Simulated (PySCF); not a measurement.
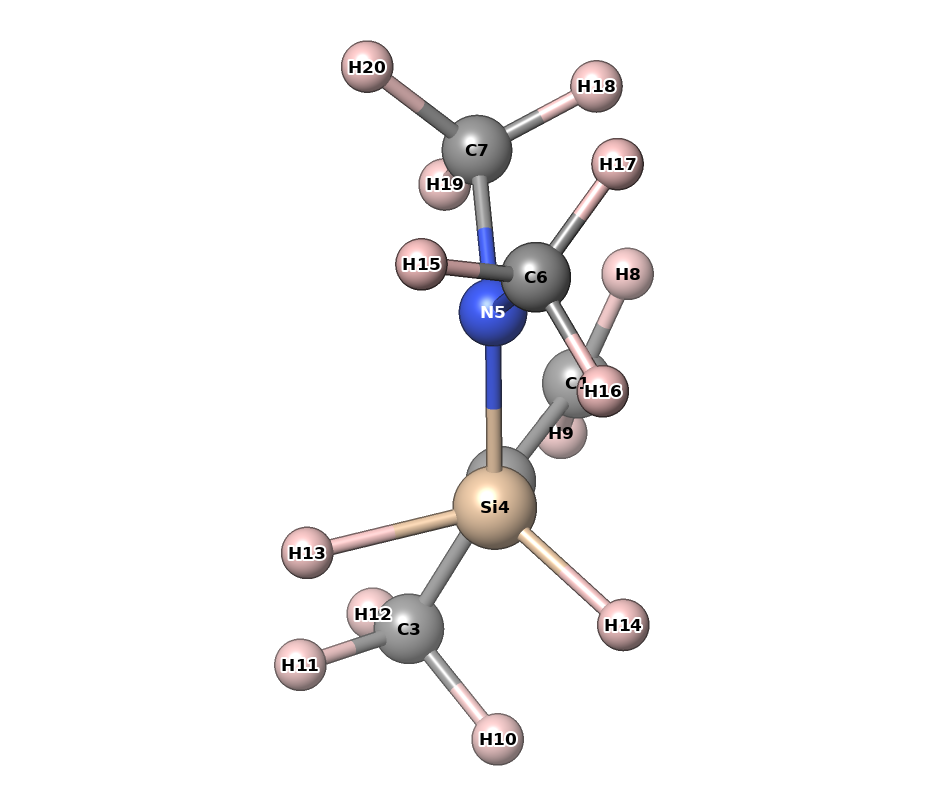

C2 lies behind Si4. The molecule seen nearly along the Si4–C2 bond, Si4 in front. Depth is shown by fading: the farther an atom, the more it takes the colour of the background. Geometry: a frame of a GFN2-xTB molecular-dynamics simulation, not a minimum.

Q: What is the torsion angle N5–Si4–C2–C3? The sign is positive where the front bond must turn clockwise to cover the back bond.

A: −149°, anticlinal.
